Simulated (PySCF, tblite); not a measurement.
Bond stretch in SMILES O=CO (CH2O2). The O1–H5 bond (O1 also carries C; H5 carries nothing else) is varied alone, starting from the PBE0/def2-TZVP optimised geometry.

```
5

O      0.0000     0.0000     0.0000
C      0.0000     1.2747    -0.3969
O      0.0001     2.2215     0.3310
H      0.0000     1.3219    -1.4949
H      0.0000     0.0000     0.9691
```

UHF/6-31G (PySCF); RKS-CAM-B3LYP = PySCF with restricted CAM-B3LYP/6-31G; CASSCF(2,2)/6-31G (PySCF); GFN2-xTB, 300 K electronic temperature (tblite).

Energies are in kJ/mol, each relative to the lowest point of its own curve near equilibrium.

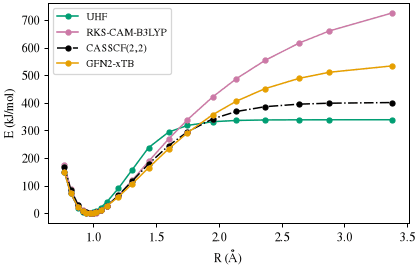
Energy against bond length for each method.

| R / Å | UHF | RKS-CAM-B3LYP | CASSCF(2,2) | GFN2-xTB |
|---|---|---|---|---|
| 0.77 | 150.7 | 173.6 | 169.0 | 149.0 |
| 0.82 | 71.4 | 88.7 | 85.3 | 71.9 |
| 0.88 | 19.8 | 30.3 | 28.4 | 22.1 |
| 0.92 | 4.3 | 10.1 | 9.2 | 6.4 |
| 0.94 | 0.9 | 4.3 | 3.8 | 2.3 |
| 0.97 | 0.0 | 0.0 | 0.0 | 0.0 |
| 1.00 | 3.5 | 0.0 | 0.5 | 1.3 |
| 1.02 | 7.8 | 2.0 | 2.7 | 3.8 |
| 1.06 | 20.3 | 9.9 | 11.0 | 11.9 |
| 1.11 | 41.6 | 25.4 | 26.7 | 26.2 |
| 1.20 | 89.8 | 63.5 | 64.1 | 59.4 |
| 1.31 | 157.3 | 118.8 | 116.5 | 106.2 |
| 1.44 | 237.3 | 187.4 | 178.0 | 164.3 |
| 1.60 | 293.8 | 268.8 | 244.8 | 233.1 |
| 1.75 | 317.9 | 338.8 | 294.8 | 291.2 |
| 1.95 | 331.3 | 421.0 | 341.5 | 356.6 |
| 2.14 | 335.9 | 487.5 | 368.4 | 406.1 |
| 2.37 | 337.7 | 554.2 | 385.9 | 451.5 |
| 2.64 | 338.2 | 616.6 | 395.0 | 488.6 |
| 2.88 | 338.3 | 660.4 | 398.4 | 510.6 |
| 3.38 | 338.5 | 725.4 | 400.8 | 533.6 |

At the longest distance, 3.38 Å, RKS-CAM-B3LYP lies highest above its minimum (725.4 kJ/mol) and UHF lowest (338.5 kJ/mol).

The unrestricted determinant behind UHF is spin-contaminated at 1.44 to 3.38 Å (<S²> up to 1.0, against 0.00 for a pure singlet). At the longest distance RKS-CAM-B3LYP leaves fractional charges on the fragments, a sign of delocalisation error or of the restricted form. The restricted form behind RKS-CAM-B3LYP keeps the bonding electrons paired and can't separate into open-shell fragments.
